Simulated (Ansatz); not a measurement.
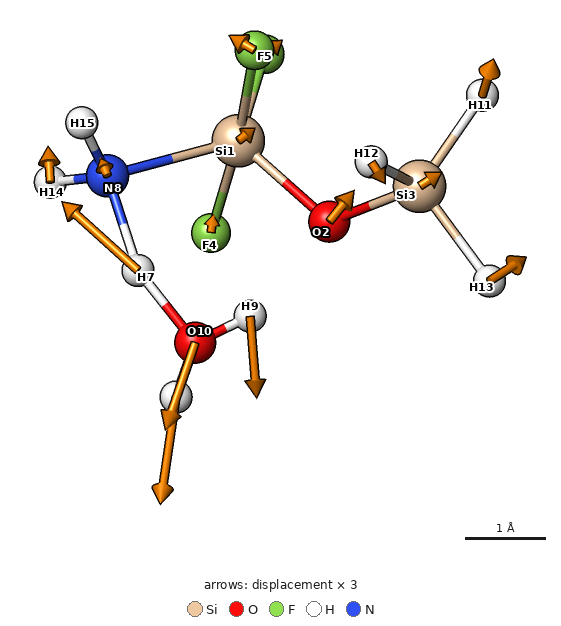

A relaxation of Si2NH8O2F3 (started from a transition state, displaced along its imaginary mode). The starting structure is drawn; orange arrows show the displacements, magnified 3 times. The two geometries are superimposed by the best rigid fit.

A ball-and-stick model, seen at a tilt.

Theory: Ansatz, RKS PBE0-D4/def2-TZVP. Set-up: force threshold 0.005 eV/Å; at most 200 steps.

Q: What did the optimiser do to the structure, and how much energy did it gain?

A: The energy falls by 53.6 kcal/mol in 15 accepted moves (16 points after the start). Largest force component: 16 eV/Å at the start, 0.0027 eV/Å at the end. The line search rejected the trial step at point 4 of the run. An H atom moves most after the best rigid fit: 0.52 Å. By element the largest moves are H 0.52 Å, O 0.40 Å, F 0.13 Å, Si 0.12 Å, N 0.09 Å. Near-neighbour distances that change, for instance: H–O 1.165 → 1.845 Å, H–N 1.312 → 1.037 Å, H–O 0.793 → 0.971 Å, N–Si 1.839 → 1.922 Å. Bonds break, among them: H–O (1.17 → 1.85 Å). Among the angles between lasting bonds that change: Si–N–H 94.2° → 104.0°, F–Si–F 175.0° → 166.3°, H–N–H 118.5° → 110.5°.
